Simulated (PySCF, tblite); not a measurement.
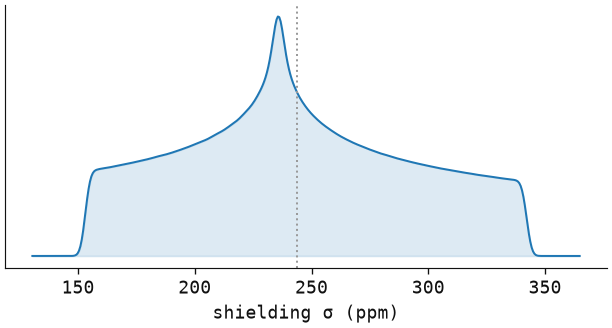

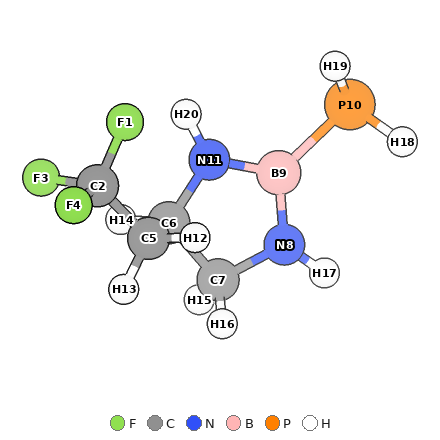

Static powder pattern (¹⁹F) from GIAO shielding tensors of C₄H₉BF₃N₂P, SMILES FC(F)(F)C[C@@H]1CNB(P)N1, PBE0/pcSseg-1 with PySCF 2.14.0, at a GFN2-xTB geometry (a minimum by its frequencies); absolute shielding, one fixed geometry of the isolated molecule without any motion, no dipolar terms. The dotted line is the isotropic value; skew is 3(σiso − σ22)/span.

**The pattern belongs to F4. Give the principal values, span and skew.**

F4: σ11, σ22, σ33 = 153, 236, 342 ppm, isotropic 244, span 189 ppm, skew 0.12.

Caveats: the tight-binding geometry is rougher than a DFT one and adds to the error; one conformer of a flexible molecule.
